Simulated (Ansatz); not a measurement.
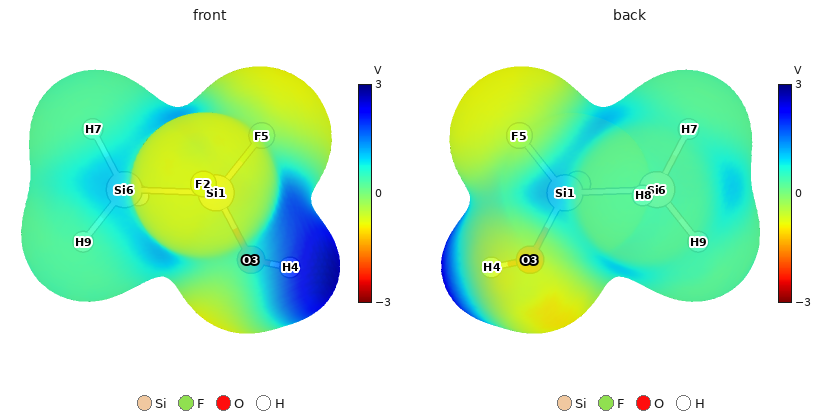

F$_{2}$H$_{4}$OSi$_{2}$. The molecular electrostatic potential painted on the density surface at 0.002 e/bohr³, seen from the front and from behind; the colour scale runs from red (negative) to blue (positive).

Theory: Ansatz, RKS PBE/def2-SVP.

```xyz
9

Si    0.1394   -0.2357    0.0008
F     0.5609   -0.4467    1.5663
O     1.4926   -0.1702   -0.9519
H     2.1643    0.5016   -0.7344
F    -0.6393    1.2017   -0.0202
Si   -1.2405   -1.9609   -0.7518
H    -2.4668   -2.0218    0.1147
H    -1.6445   -1.6960   -2.1747
H    -0.5016   -3.2666   -0.6682
```

Where is the surface potential most negative and most positive?

The most negative region (about −0.9 V) lies over O3, the most positive (about +2.8 V) over H4.
